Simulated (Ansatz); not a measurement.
# Geometry relaxation, with input and output: AlN$_{2}$H$_{7}$O (part 1 of 3)

The run: geometry relaxation of AlN$_{2}$H$_{7}$O. Method and program: RKS PBE0-D4/def2-TZVP (Ansatz 0.2.0).

The geometry is a transition state displaced along its imaginary mode. The reaction was set up to form Al1–H6 and O2–H5 and to break Al1–O2 and H5–H6 (atoms counted from 1 in the order of the input); sticks are drawn by distance alone. Figures and captions count atoms from 1; the log counts them from 0 in places.

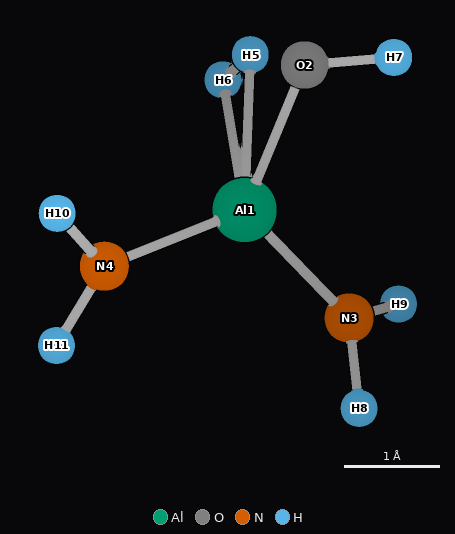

**Figure 1.** The input geometry (ball-and-stick view, seen at a tilt; atoms are numbered from 1 in the order of the input). Sticks mark near contacts. Bond lengths as drawn: Al–H 1.78 to 1.89 Å, Al–N 1.77 to 1.78 Å, Al–O 1.81 Å, H–H 0.70 Å, H–N 0.99 to 1.02 Å and H–O 0.95 Å.

**Input file**
```yaml
crystal:
  periodic: [false, false, false]
  atoms:
    - {symbol: Al, position_ang: [-0.024129, 0.018673, 0.061080]}
    - {symbol: O, position_ang: [0.128859, 1.814104, -0.072514]}
    - {symbol: N, position_ang: [1.017547, -1.048597, -0.899925]}
    - {symbol: N, position_ang: [-0.632764, -0.510532, 1.644959]}
    - {symbol: H, position_ang: [-0.966222, 1.150939, -0.940511]}
    - {symbol: H, position_ang: [-1.320420, 0.602354, -1.180531]}
    - {symbol: H, position_ang: [0.880318, 2.141825, -0.543629]}
    - {symbol: H, position_ang: [1.635375, -1.718935, -0.476447]}
    - {symbol: H, position_ang: [1.029400, -1.156859, -1.889261]}
    - {symbol: H, position_ang: [-0.987526, 0.149776, 2.329847]}
    - {symbol: H, position_ang: [-0.760437, -1.442848, 1.966932]}
basis:
  gaussian: {orbitals: def2-TZVP}
hamiltonian: {xc: pbe0, dispersion: d4}
relax: {f_tol: 0.005, max_steps: 200}
```

Launch command:
```bash
ansatz run in.yaml --threads 4 --pin off --events-out ev --progress --plain --max-ram 9574MiB
```

**Output**
```
Functional definition: PBE0
  name "PBE0"
  cite "Adamo & Barone, J. Chem. Phys. 110, 6158 (1999) doi:10.1063/1.478522"
  cite "Perdew, Burke & Ernzerhof, Phys. Rev. Lett. 77, 3865 (1996) doi:10.1103/PhysRevLett.77.3865"
  parent pbe
  parameter a = 0.25
  parameter kappa = 0.804
  parameter beta = 0.06672455060314922
  exchange = (1 - a)*pbe_x(kappa = kappa, mu = beta*pi^2/3) + a*exact_x
  correlation = pbe_c(beta = beta)
1048 factors; their error is unknown
mean field evaluation 1: about -11716.2150 eV, gradient 1.0e2 eV
mean field evaluation 2: about -11690.8273 eV, gradient 1.4e2 eV
mean field evaluation 4: about -11733.4466 eV, gradient 9.3e0 eV
mean field evaluation 8: about -11733.6018 eV, gradient 9.8e-2 eV
mean field evaluation 16: about -11733.6201 eV, gradient 1.9e-5 eV
mean field -11733.62012450 eV, -431.2025862419 hartree, gradient 1.9e-5 eV, S^2 0.000000; 0 other end points of the search recorded, 0 dependent functions left out
the calculation of the forces begins
reference -11733.62015863 eV, -431.2025874963 hartree; 21, 21 occupied and 151, 151 virtual orbitals, 1048 factors
relax step   1: F+E_penalty+E_count = -11733.76951542 eV  Δ(F+E_penalty+E_count) = +0.000e0 eV  max|allowed force component| = 3.480e0 eV/Å  Δτ_max = 0.0000 Å  (27 SCF iters, accepted)
these checks for a lower state are left out or cut short: starts, cluster_reference, orbital_swaps, neighbouring_geometries, increment
1048 factors; their error is unknown
mean field -11734.13722079 eV, -431.2215891803 hartree, gradient 1.4e-5 eV, S^2 0.000000; 0 other end points of the search recorded, 0 dependent functions left out
[... from here on the field's lines of each further geometry are left out, up to the last ...]
relax step   2: F+E_penalty+E_count = -11734.28659371 eV  Δ(F+E_penalty+E_count) = -5.171e-1 eV  max|allowed force component| = 7.233e-1 eV/Å  Δτ_max = 0.1942 Å  (30 SCF iters, accepted)
relax step   3: F+E_penalty+E_count = -11734.50639427 eV  Δ(F+E_penalty+E_count) = -2.198e-1 eV  max|allowed force component| = 1.083e0 eV/Å  Δτ_max = 0.1752 Å  (30 SCF iters, accepted)
relax step   4: F+E_penalty+E_count = -11734.66070545 eV  Δ(F+E_penalty+E_count) = -1.543e-1 eV  max|allowed force component| = 4.096e-1 eV/Å  Δτ_max = 0.1996 Å  (30 SCF iters, accepted)
relax step   5: F+E_penalty+E_count = -11734.70413569 eV  Δ(F+E_penalty+E_count) = -4.343e-2 eV  max|allowed force component| = 3.924e-1 eV/Å  Δτ_max = 0.1998 Å  (36 SCF iters, accepted)
relax step   6: F+E_penalty+E_count = -11734.71324911 eV  Δ(F+E_penalty+E_count) = -9.113e-3 eV  max|allowed force component| = 5.714e-1 eV/Å  Δτ_max = 0.2000 Å  (29 SCF iters, accepted)
relax step   7: F+E_penalty+E_count = -11734.73720207 eV  Δ(F+E_penalty+E_count) = -2.395e-2 eV  max|allowed force component| = 3.167e-1 eV/Å  Δτ_max = 0.1615 Å  (29 SCF iters, accepted)
relax step   8: F+E_penalty+E_count = -11734.74640676 eV  Δ(F+E_penalty+E_count) = -9.205e-3 eV  max|allowed force component| = 3.080e-1 eV/Å  Δτ_max = 0.0732 Å  (30 SCF iters, accepted)
relax step   9: F+E_penalty+E_count = -11734.75088214 eV  Δ(F+E_penalty+E_count) = -4.475e-3 eV  max|allowed force component| = 6.645e-2 eV/Å  Δτ_max = 0.0973 Å  (29 SCF iters, accepted)
relax step  10: F+E_penalty+E_count = -11734.75162382 eV  Δ(F+E_penalty+E_count) = -7.417e-4 eV  max|allowed force component| = 5.610e-2 eV/Å  Δτ_max = 0.0232 Å  (31 SCF iters, accepted)
relax step  11: F+E_penalty+E_count = -11734.75183069 eV  Δ(F+E_penalty+E_count) = -2.069e-4 eV  max|allowed force component| = 4.236e-2 eV/Å  Δτ_max = 0.0228 Å  (31 SCF iters, accepted)
relax step  12: F+E_penalty+E_count = -11734.75197608 eV  Δ(F+E_penalty+E_count) = -1.454e-4 eV  max|allowed force component| = 4.442e-2 eV/Å  Δτ_max = 0.0445 Å  (31 SCF iters, accepted)
relax step  13: F+E_penalty+E_count = -11734.75212179 eV  Δ(F+E_penalty+E_count) = -1.457e-4 eV  max|allowed force component| = 1.088e-1 eV/Å  Δτ_max = 0.0352 Å  (31 SCF iters, accepted)
relax step  14: F+E_penalty+E_count = -11734.75254738 eV  Δ(F+E_penalty+E_count) = -4.256e-4 eV  max|allowed force component| = 2.072e-2 eV/Å  Δτ_max = 0.0259 Å  (31 SCF iters, accepted)
relax step  15: F+E_penalty+E_count = -11734.75266248 eV  Δ(F+E_penalty+E_count) = -1.151e-4 eV  max|allowed force component| = 9.313e-3 eV/Å  Δτ_max = 0.0350 Å  (31 SCF iters, accepted)
relax step  16: F+E_penalty+E_count = -11734.75251335 eV  Δ(F+E_penalty+E_count) = +1.491e-4 eV  max|allowed force component| = 1.491e-1 eV/Å  Δτ_max = 0.0431 Å  (31 SCF iters, rejected (line search))
relax step  17: F+E_penalty+E_count = -11734.75264260 eV  Δ(F+E_penalty+E_count) = +1.988e-5 eV  max|allowed force component| = 2.256e-2 eV/Å  Δτ_max = 0.0216 Å  (31 SCF iters, rejected (line search))
relax step  18: F+E_penalty+E_count = -11734.75279738 eV  Δ(F+E_penalty+E_count) = -1.349e-4 eV  max|allowed force component| = 7.872e-3 eV/Å  Δτ_max = 0.0103 Å  (32 SCF iters, accepted)
relax step  19: F+E_penalty+E_count = -11734.75235010 eV  Δ(F+E_penalty+E_count) = +4.473e-4 eV  max|allowed force component| = 1.867e-1 eV/Å  Δτ_max = 0.0552 Å  (31 SCF iters, rejected (line search))
relax step  20: F+E_penalty+E_count = -11734.75263574 eV  Δ(F+E_penalty+E_count) = +1.616e-4 eV  max|allowed force component| = 5.238e-2 eV/Å  Δτ_max = 0.0276 Å  (31 SCF iters, rejected (line search))
relax step  21: F+E_penalty+E_count = -11734.75289104 eV  Δ(F+E_penalty+E_count) = -9.365e-5 eV  max|allowed force component| = 5.539e-3 eV/Å  Δτ_max = 0.0138 Å  (32 SCF iters, accepted)
relax step  22: F+E_penalty+E_count = -11734.75270319 eV  Δ(F+E_penalty+E_count) = +1.878e-4 eV  max|allowed force component| = 1.559e-1 eV/Å  Δτ_max = 0.0488 Å  (31 SCF iters, rejected (line search))
relax step  23: F+E_penalty+E_count = -11734.75302299 eV  Δ(F+E_penalty+E_count) = -1.320e-4 eV  max|allowed force component| = 1.843e-2 eV/Å  Δτ_max = 0.0232 Å  (31 SCF iters, accepted)
relax step  24: F+E_penalty+E_count = -11734.75307705 eV  Δ(F+E_penalty+E_count) = -5.406e-5 eV  max|allowed force component| = 6.682e-2 eV/Å  Δτ_max = 0.0243 Å  (32 SCF iters, accepted)
relax step  25: F+E_penalty+E_count = -11734.75317808 eV  Δ(F+E_penalty+E_count) = -1.010e-4 eV  max|allowed force component| = 4.178e-2 eV/Å  Δτ_max = 0.0132 Å  (32 SCF iters, accepted)
relax step  26: F+E_penalty+E_count = -11734.75332294 eV  Δ(F+E_penalty+E_count) = -1.449e-4 eV  max|allowed force component| = 1.135e-2 eV/Å  Δτ_max = 0.0252 Å  (31 SCF iters, accepted)
relax step  27: F+E_penalty+E_count = -11734.75314773 eV  Δ(F+E_penalty+E_count) = +1.752e-4 eV  max|allowed force component| = 1.131e-1 eV/Å  Δτ_max = 0.0583 Å  (31 SCF iters, rejected (line search))
relax step  28: F+E_penalty+E_count = -11734.75285747 eV  Δ(F+E_penalty+E_count) = +4.655e-4 eV  max|allowed force component| = 1.053e-1 eV/Å  Δτ_max = 0.0226 Å  (30 SCF iters, rejected (line search))
relax step  29: F+E_penalty+E_count = -11734.75337933 eV  Δ(F+E_penalty+E_count) = -5.638e-5 eV  max|allowed force component| = 3.824e-3 eV/Å  Δτ_max = 0.0113 Å  (32 SCF iters, accepted)
relax step  30: F+E_penalty+E_count = -11734.75341504 eV  Δ(F+E_penalty+E_count) = -3.571e-5 eV  max|allowed force component| = 5.413e-2 eV/Å  Δτ_max = 0.0413 Å  (31 SCF iters, accepted)
relax step  31: F+E_penalty+E_count = -11734.75347408 eV  Δ(F+E_penalty+E_count) = -5.904e-5 eV  max|allowed force component| = 1.245e-2 eV/Å  Δτ_max = 0.0049 Å  (32 SCF iters, accepted)
relax step  32: F+E_penalty+E_count = -11734.75347454 eV  Δ(F+E_penalty+E_count) = -4.650e-7 eV  max|allowed force component| = 1.375e-2 eV/Å  Δτ_max = 0.0049 Å  (32 SCF iters, accepted)
relax step  33: F+E_penalty+E_count = -11734.75349507 eV  Δ(F+E_penalty+E_count) = -2.053e-5 eV  max|allowed force component| = 5.234e-3 eV/Å  Δτ_max = 0.0114 Å  (32 SCF iters, accepted)
relax step  34: F+E_penalty+E_count = -11734.75350131 eV  Δ(F+E_penalty+E_count) = -6.245e-6 eV  max|allowed force component| = 1.356e-2 eV/Å  Δτ_max = 0.0175 Å  (32 SCF iters, accepted)
relax step  35: F+E_penalty+E_count = -11734.75351284 eV  Δ(F+E_penalty+E_count) = -1.153e-5 eV  max|allowed force component| = 5.890e-3 eV/Å  Δτ_max = 0.0024 Å  (23 SCF iters, accepted)
the calculation of the forces begins
reference -11734.60579889 eV, -431.2388091076 hartree; 21, 21 occupied and 151, 151 virtual orbitals, 1048 factors
relax step  36: F+E_penalty+E_count = -11734.75351670 eV  Δ(F+E_penalty+E_count) = -3.860e-6 eV  max|allowed force component| = 1.768e-3 eV/Å  Δτ_max = 0.0043 Å  (32 SCF iters, accepted)
```

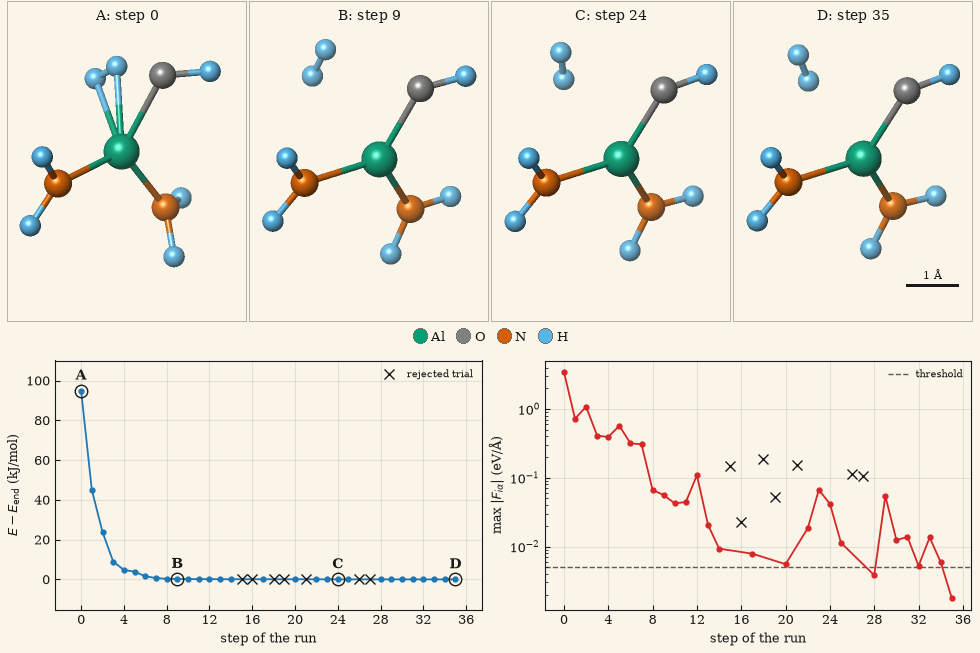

**Figure 2.** Frames of the relaxation (ball-and-stick view, seen at a tilt) above the curves, on which the letters mark them (the first geometry is step 0 here and step 1 in the log).

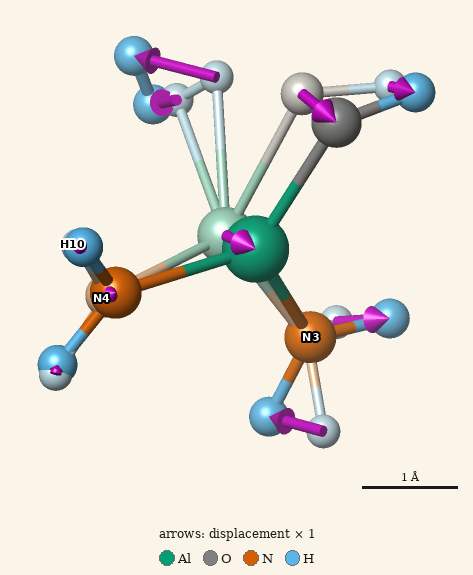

**Figure 3.** Start (faint) and end (solid) with the displacements as pink arrows, at true length (ball-and-stick view, seen at a tilt). The two geometries are laid on each other by the best rigid fit. The atom that moves furthest after the best rigid fit is H5 (1.06 Å). By element the largest moves are H 1.06 Å, O 0.59 Å, Al 0.50 Å, N 0.15 Å. Among the contacts that change: Al1–H5 1.781 → 2.856 Å, Al1–H6 1.887 → 2.773 Å, Al1–O2 1.807 → 1.699 Å, H5–H6 0.696 → 0.749 Å. Bonds break: Al1–H5 (1.78 → 2.86 Å). Among the angles that change: Al1–O2–H7 116.6° → 124.4°, O2–Al1–N4 113.0° → 116.5°, Al1–N3–H8 122.3° → 124.8°. Over 35 geometry steps the energy falls by 94.9 kJ/mol. Largest force component: 3.5 eV/Å at the start, 0.0018 eV/Å at the end. The line search rejected the trial steps at points 15, 16, 18, 19, 21, 26, 27 (counted from 0) and went back. (Atoms are counted from 1 in the order of the input.)

```
1048 factors; their error is unknown
mean field -11734.60576480 eV, -431.2388078548 hartree, gradient 5.8e-5 eV, S^2 0.000000; 1 other end points of the search recorded, 0 dependent functions left out
the calculation of the forces begins
reference -11734.60579889 eV, -431.2388091076 hartree; 21, 21 occupied and 151, 151 virtual orbitals, 1048 factors
Total energy: -11734.75355079 eV, -431.2442388900 hartree
Atom 0 at     0.379794     0.158593     0.319409 Å, force    -0.001033     0.001215     0.001769 eV/Å
Atom 1 at     0.627755     1.834468     0.197196 Å, force     0.001255    -0.000867    -0.000575 eV/Å
Atom 2 at     1.051428    -0.986622    -0.851261 Å, force     0.000526    -0.000373    -0.000766 eV/Å
Atom 3 at    -0.539019    -0.399823     1.716917 Å, force     0.000272    -0.000287    -0.001106 eV/Å
Atom 4 at    -1.943139     0.785440    -1.218743 Å, force    -0.000133    -0.000178    -0.000050 eV/Å
Atom 5 at    -1.627434     0.218699    -1.592619 Å, force    -0.000030     0.000286     0.000092 eV/Å
Atom 6 at     1.144768     2.254586    -0.485270 Å, force    -0.000593     0.000271    -0.000185 eV/Å
Atom 7 at     0.988819    -1.988081    -0.775409 Å, force     0.000097     0.000190     0.000225 eV/Å
Atom 8 at     1.595880    -0.737266    -1.659426 Å, force    -0.000019    -0.000081     0.000038 eV/Å
Atom 9 at    -0.906778     0.214909     2.423210 Å, force    -0.000164    -0.000180     0.000303 eV/Å
Atom 10 at    -0.772074    -1.355003     1.925995 Å, force    -0.000178     0.000003     0.000256 eV/Å
Dipole moment:     0.080326    -0.231315    -0.215187 e Å
```

**Trajectory as extended XYZ (Å, eV, eV/Å), 36 frames, from step=1 to step=36**
```
11
Properties=species:S:1:pos:R:3:forces:R:3 step=1 energy=-11733.76951
Al   -0.0241    0.0187    0.0611    0.8325   0.8196   0.8024
O     0.1289    1.8141   -0.0725    0.3145  -0.6526   1.1067
N     1.0175   -1.0486   -0.8999   -0.2035   0.0983   0.3423
N    -0.6328   -0.5105    1.6450   -0.0905   0.8788  -0.2179
H    -0.9662    1.1509   -0.9405    1.0718   2.8505   0.4752
H    -1.3204    0.6024   -1.1805   -2.6416  -3.4801  -1.6845
H     0.8803    2.1418   -0.5436    0.6479   0.3225  -0.2105
H     1.6354   -1.7189   -0.4764   -0.0247  -0.0969   0.0465
H     1.0294   -1.1569   -1.8893    0.0359   0.0027  -0.4978
H    -0.9875    0.1498    2.3298    0.1478  -0.2410  -0.2434
H    -0.7604   -1.4428    1.9669   -0.0901  -0.5018   0.0809
11
Properties=species:S:1:pos:R:3:forces:R:3 step=2 energy=-11734.28659
Al    0.0622    0.0690    0.1048    0.4342   0.6659   0.4481
O     0.1831    1.8433   -0.0433    0.3556  -0.7201   0.3788
N     1.0240   -1.0323   -0.9030   -0.0069  -0.0727   0.1612
N    -0.6355   -0.4792    1.6398    0.0134   0.2384  -0.1160
H    -1.0081    1.0834   -0.9898   -0.7233  -0.1178  -0.5800
H    -1.4316    0.4431   -1.1777   -0.1282  -0.0671  -0.0833
H     0.9585    2.1882   -0.4842    0.0981   0.0912   0.0282
H     1.5928   -1.7656   -0.5046   -0.1241   0.0584  -0.0891
H     1.0371   -1.0941   -1.9053    0.0424   0.0547  -0.0536
H    -0.9786    0.1695    2.3325    0.0484  -0.0827  -0.0474
H    -0.8039   -1.4254    1.9310   -0.0097  -0.0482  -0.0469
```
